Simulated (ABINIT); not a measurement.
## A GW chain in ABINIT: SiC (Moissanite)

How does a plane-wave GW calculation on SiC (Moissanite) run from the first input to the gap?

Method: PBE and many-body steps on it, plane waves, in ABINIT 10.8.3.

**The experiments to reproduce.**

- Gap 3.33 eV: band gap at cryogenic temperature; bulk crystal (literature value) (quoted in “Silicon carbide diodes for neutron detection”, 2020, arxiv:2009.14696).

**1. Set-up**

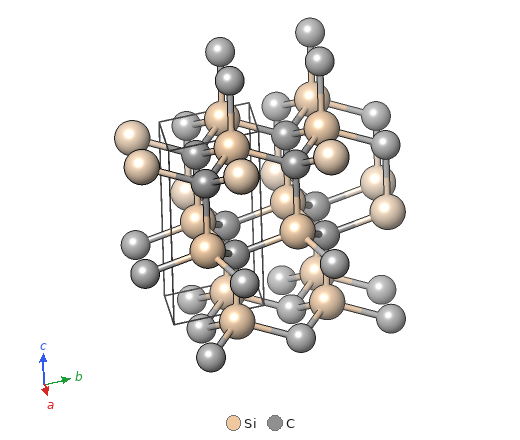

The cell as given, slightly off an axis (silicon light orange, carbon grey). 2×2×1 cells are drawn. Some periodic images of atoms are drawn too.

The cell and positions come from the Crystallography Open Database and are kept as given unless a step says otherwise.

**2. Ground state**

This step: ABINIT 10.8.3; DFT, PBE, plane waves, norm-conserving pseudopotentials.

The ground-state density comes first.

The input, run.abi:

```
acell 3*1.0 Angstrom
rprim 
  3.075999999976 0.000000000005 0.000000000000
  -1.537999999993 2.663894142018 0.000000000000
  0.000000000000 0.000000000000 5.048000000000
ntypat 2
znucl 14 6
natom 4
typat 1 1 2 2
xred 
  0.333333333333 0.666666666667 0.000000000000
  0.666666666667 0.333333333333 0.500000000000
  0.333333333333 0.666666666667 0.385000000000
  0.666666666667 0.333333333333 0.885000000000
pp_dirpath "pseudos"
pseudos "Si.upf, C.upf"
ecut 37
ngkpt 6 6 4
nshiftk 1
shiftk 0 0 0
kptopt 1
chksymbreak 0
nband 14
occopt 1
tolvrs 1e-10
nstep 60
prtwf 0
optforces 0
optstress 0
indata_prefix "in"
outdata_prefix "out"
tmpdata_prefix "tmp"
```

Launch:

```sh
> OMP_NUM_THREADS=1 mpirun -n 8 abinit run.abi > log
```

Numbers of over 12 decimals in the logs are rounded to 6 here.

The log of the run:

```text
.Version 10.8.3 of ABINIT. v10.8.2 released Aug 2026.

 Symmetries : space group P6_3 m c (#186); Bravais hP (primitive hexag.)
================================================================================
 Values of the parameters that define the memory need of the present run
     intxc =       0    ionmov =       0      iscf =       7    lmnmax =       6
     lnmax =       6     mgfft =      54  mpssoang =       3    mqgrid =    3001
     natom =       4  nloc_mem =       1    nspden =       1   nspinor =       1
    nsppol =       1      nsym =      12    n1xccc =    2501    ntypat =       2
    occopt =       1   xclevel =       2
-    mband =          14        mffmem =           1         mkmem =           3
       mpw =        3018          nfft =       55296          nkpt =          21
================================================================================
  Rough estimation (10% accuracy) of disk space for files :
================================================================================

--------------------------------------------------------------------------------
------------- Echo of variables that govern the present computation ------------
--------------------------------------------------------------------------------
 -outvars: echo values of preprocessed input variables --------
            acell      1.8897261259E+00  1.8897261259E+00  1.8897261259E+00 Bohr

      chksymbreak           0
             ecut      3.70000000E+01 Hartree
-          fftalg         312

              ixc     -101130
              kpt      0.00000000E+00  0.00000000E+00  0.00000000E+00
                       1.66666667E-01  0.00000000E+00  0.00000000E+00
                       3.33333333E-01  0.00000000E+00  0.00000000E+00
                       5.00000000E-01  0.00000000E+00  0.00000000E+00
                       1.66666667E-01  1.66666667E-01  0.00000000E+00
                       3.33333333E-01  1.66666667E-01  0.00000000E+00
                       3.33333333E-01  3.33333333E-01  0.00000000E+00
                       0.00000000E+00  0.00000000E+00  2.50000000E-01
                       1.66666667E-01  0.00000000E+00  2.50000000E-01
   [... 10 further rows ...]
                       3.33333333E-01  1.66666667E-01  5.00000000E-01
                       3.33333333E-01  3.33333333E-01  5.00000000E-01
         kptrlatt        6    0    0      0    6    0      0    0    4
          kptrlen      3.48767854E+01
P           mkmem           3
            natom           4
            nband          14
            ngfft          32      32      54
             nkpt          21
            nstep          60
             nsym          12
           ntypat           2
              occ      2.000000  2.000000  2.000000  2.000000  2.000000  2.000000
                       2.000000  2.000000  0.000000  0.000000  0.000000  0.000000
                       0.000000  0.000000
        optforces           0
        optstress           0
            prtwf           0
            rprim      3.0760000000E+00  5.0000000000E-12  0.0000000000E+00
[...]
spgroup         186

           tolvrs      1.00000000E-10

             xred      3.3333333333E-01  6.6666666667E-01  0.0000000000E+00
[...]
znucl       14.00000    6.00000

================================================================================

 chkinp: Checking input parameters for consistency.

================================================================================
== DATASET  1 ==================================================================
-   mpi_nproc: 8, omp_nthreads: 1 (-1 if OMP is not activated)

--- !DatasetInfo
iteration_state: {dtset: 1, }
dimensions: {natom: 4, nkpt: 21, mband: 14, nsppol: 1, nspinor: 1, nspden: 1, mpw: 3018, }
cutoff_energies: {ecut:  37.0, pawecutdg:  -1.0, }
electrons: {nelect:   1.60000000E+01, charge:   0.00000000E+00, occopt:   1.00000000E+00, tsmear:   1.00000000E-02, }

 Real(R)+Recip(G) space primitive vectors, cartesian coordinates (Bohr,Bohr^-1):
 R(1)=  5.8127976  0.0000000  0.0000000  G(1)=  0.1720342  0.0993240  0.0000000
 R(2)= -2.9063988  5.0340304  0.0000000  G(2)=  0.0000000  0.1986480  0.0000000
 R(3)=  0.0000000  0.0000000  9.5393375  G(3)=  0.0000000  0.0000000  0.1048291
 Unit cell volume ucvol=  2.7913818E+02 bohr^3
 Angles (23,13,12)=  9.00000000E+01  9.00000000E+01  1.20000000E+02 degrees

 getcut: wavevector=  0.0000  0.0000  0.0000  ngfft=  32  32  54
         ecut(hartree)=     37.000   => boxcut(ratio)=   2.01048

--- Pseudopotential description ------------------------------------------------
- Si Generated using ONCVPSP code by D. R. Hamann
- 14.00000   4.00000  171031                  znucl, zion, pspdat
12 -101130 2 -1 1510                          pspcod,pspxc,lmax,lloc,mmax
     nproj     2     2     2
  pspatm : epsatm=    9.34321561
         --- l  ekb(1:nproj) -->
[...]
pspatm: atomic psp has been read  and splines computed

- C Generated using ONCVPSP code by D. R. Hamann
-  6.00000   4.00000  171031                  znucl, zion, pspdat
12 -101130 1 -1 1248                          pspcod,pspxc,lmax,lloc,mmax
     nproj     2     2     0
  pspatm : epsatm=    4.31346680
         --- l  ekb(1:nproj) -->
[...]
pspatm: atomic psp has been read  and splines computed

   4.37013837E+02                                ecore*ucvol(ha*bohr**3)
--------------------------------------------------------------------------------

_setup2: Arith. and geom. avg. npw (full set) are    3001.146    3001.130

================================================================================

--- !BeginCycle
iteration_state: {dtset: 1, }
solver: {iscf: 7, nstep: 60, nline: 4, wfoptalg: 0, }
tolerances: {tolvrs: 1.00E-10, }

     iter   Etot(hartree)      deltaE(h)  residm     vres2
 ETOT  1  -20.337641086206    -2.034E+01 4.849E-02 5.937E+02
 ETOT  2  -20.460855596345    -1.232E-01 3.347E-02 2.498E+02
 ETOT  3  -20.537391256047    -7.654E-02 7.138E-03 1.759E-01
 ETOT  4  -20.537492812717    -1.016E-04 1.183E-03 7.161E-03
 ETOT  5  -20.537493847314    -1.035E-06 7.510E-04 3.002E-04
 ETOT  6  -20.537493877383    -3.007E-08 1.580E-04 2.889E-06
 ETOT  7  -20.537493877957    -5.748E-10 1.622E-04 8.028E-08
 ETOT  8  -20.537493877969    -1.157E-11 1.734E-04 2.268E-09
 ETOT  9  -20.537493877969    -5.436E-13 7.985E-05 6.694E-11

 At SCF step    9       vres2   =  6.69E-11 < tolvrs=  1.00E-10 =>converged.

--- !ResultsGS
iteration_state: {dtset: 1, }
comment   : Summary of ground state results
lattice_vectors:
- [  5.8127976,   0.0000000,   0.0000000, ]
- [ -2.9063988,   5.0340304,   0.0000000, ]
- [  0.0000000,   0.0000000,   9.5393375, ]
lattice_lengths: [   5.81280,    5.81280,    9.53934, ]
lattice_angles: [ 90.000,  90.000, 120.000, ] # degrees, (23, 13, 12)
lattice_volume:   2.7913818E+02
convergence: {deltae: -5.436E-13, res2:  6.694E-11, residm:  7.985E-05, diffor:  0.000E+00, }
etotal    :  -2.05374939E+01
entropy   :   0.00000000E+00
fermie    :   2.62342056E-01
cartesian_stress_tensor: null
pressure_GPa: null
xred      :
- [  3.3333E-01,   6.6667E-01,   0.0000E+00, Si]
- [  6.6667E-01,   3.3333E-01,   5.0000E-01, Si]
- [  3.3333E-01,   6.6667E-01,   3.8500E-01,  C]
- [  6.6667E-01,   3.3333E-01,   8.8500E-01,  C]
cartesian_forces: null
force_length_stats: {min: null, max: null, mean: null, }

 Integrated electronic density in atomic spheres:
 ------------------------------------------------
 Atom  Sphere_radius  Integrated_density
[...]
4        2.00000          4.25024988
================================================================================

 ----iterations are completed or convergence reached----

 Mean square residual over all n,k,spin=   54.290E-08; max=  79.852E-06
 reduced coordinates (array xred) for    4 atoms
       0.333333333333      0.666666666667      0.000000000000
       0.666666666667      0.333333333333      0.500000000000
       0.333333333333      0.666666666667      0.385000000000
       0.666666666667      0.333333333333      0.885000000000
 rms dE/dt=  0.0000E+00; max dE/dt=  0.0000E+00; dE/dt below (all hartree)
    1       0.000000000000      0.000000000000      0.000000000000
    2       0.000000000000      0.000000000000      0.000000000000
    3       0.000000000000      0.000000000000      0.000000000000
    4       0.000000000000      0.000000000000      0.000000000000

 cartesian coordinates (angstrom) at end:
    1     -3.33e-12     1.775929     0.000000
    2      1.538000     0.887965     2.524000
    3     -3.33e-12     1.775929     1.943480
    4      1.538000     0.887965     4.467480
 length scales=  1.889726125908  1.889726125908  1.889726125908 bohr
              =  1.000000000000  1.000000000000  1.000000000000 angstroms
 prteigrs : about to open file out_EIG
 Fermi (or HOMO) energy (hartree) =   0.26234   Average Vxc (hartree)=  -0.41464
 Eigenvalues (hartree) for nkpt=  21  k points:
 kpt#   1, nband= 14, wtk=  0.00694, kpt=  0.0000  0.0000  0.0000 (reduced coord)
  -0.31576   -0.18705   -0.05743    0.20511    0.20511    0.25223    0.25223    0.26234
   0.43211    0.48352    0.50154    0.50154    0.53980    0.58219
 prteigrs : prtvol=0 or 1, do not print more k-points.

--- !EnergyTerms
iteration_state     : {dtset: 1, }
comment             : Components of total free energy in Hartree
kinetic             :  1.17970971388443E+01
hartree             :  2.37509658793389E+00
xc                  : -7.56315009857089E+00
Ewald energy        : -2.08945945883793E+01
psp_core            :  1.56558245601285E+00
local_psp           : -8.33446446050259E+00
non_local_psp       :  5.16939086692338E-01
total_energy        : -2.05374938779694E+01
total_energy_eV     : -5.58853678437896E+02
band_energy         :  5.55257698709692E-01

== END DATASET(S) ==============================================================
================================================================================

 -outvars: echo values of variables after computation  --------
           etotal     -2.0537493878E+01
            nband          14
             nkpt          21
          spgroup         186
 [... the other variables as echoed above ...]

 Calculation completed.
```

Run time: 4 s. Hardware: 8 MPI ranks of Intel Xeon 6975P-C (Granite Rapids), shared host; peak memory 0.64 GiB; 30 s of CPU time.

This step gave:

* total energy: -558.8537 eV
* gap: 2.329 eV
* k of the valence top: 0, 0, 0
* k of the conduction bottom: 0.3333, 0.3333, 0
* least direct gap: 4.083 eV

The gap is indirect, with the least direct gap 1.75 eV higher.

(Part 1 of 3 ends here.)

[Paths, hosts, dates, memory and timing lines, banners, echoed tables and standing remarks are left out of the program output.]

[Logs are printed without paths, hosts, clocks, repeated set-up lines and the standing remarks that a program may print on its own settings, such as how far it seeks lower states.]

[Runs of the session that timed out or met a known fault of the program may be left out.]

[Hosts, paths, dates, database ids (printed as entryN), source tags and the programs' standing remarks are cut or masked in the printed files.]

[G0W0 gaps are taken among the corrected bands and points alone; a level outside them can change the order at an edge.]

[Where Ansatz stands beside ABINIT at settings called matched, ABINIT's density can come from a denser mesh and the files from another edition; pairs whose starting gaps differed by over 0.03 eV were left out, so agreement reads better than it is.]
